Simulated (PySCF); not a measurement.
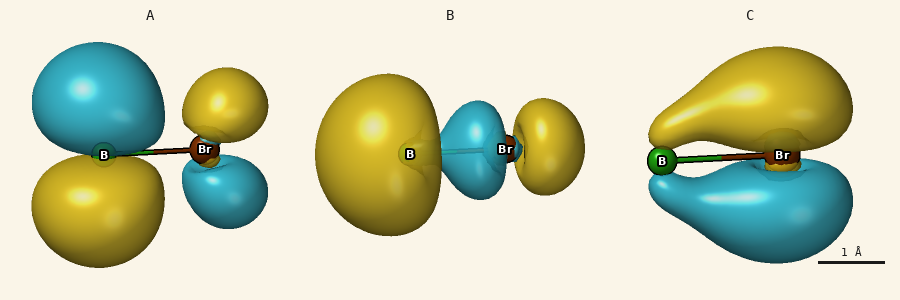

Figure. BBr. Three frontier orbitals, each drawn at the value that holds 80 % of its norm (yellow and cyan are the two phases), in no order; of a degenerate pair one member is drawn.

The calculation used PySCF 2.14.0, PBE0/def2-TZVPP, non-relativistic Hamiltonian with scalar-relativistic core potentials where named, at a bond length of 1.899 Å.

Q: Name the orbitals and rank them from lowest to highest energy.

A: Orbital C: π, occupied, −9.95 eV; mainly on Br (90 %).
Orbital B: σ, occupied, −7.42 eV; mainly on B (80 %).
Orbital A: π, empty, −2.12 eV; mainly on B (75 %).
